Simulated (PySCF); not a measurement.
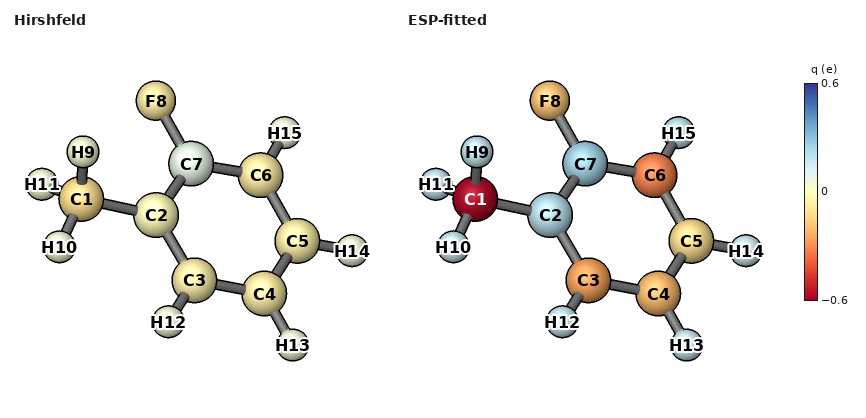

Atomic charges of one calculation by 2 schemes, on one colour scale. The geometry was computed by an optimisation with PBE0-D3(BJ)/def2-SVP. No frequency run is at hand to confirm it as a minimum. Level of theory: PBE0/pcSseg-1 (PySCF 2.14.0).

**Which scheme gives the most polar picture (largest mean size of the charges)?**

The ESP-fitted charges are the largest in size here.

**On which atom do the schemes disagree most?**

On C1 (from −0.57 to −0.12 e).

List the charges (e), one line for each set of equivalent atoms.

```
atom  Hirshfeld  ESP-fitted
  C1      −0.12       −0.57
  C2      −0.01        0.20
  C3      −0.05       −0.26
  C4      −0.06       −0.20
  C5      −0.05       −0.12
  C6      −0.07       −0.31
  C7       0.08        0.25
  F8      −0.07       −0.18
  H9       0.05        0.17
 H10       0.05        0.16
 H11       0.05        0.17
 H12       0.05        0.17
 H13       0.05        0.16
 H14       0.05        0.15
 H15       0.05        0.20
```
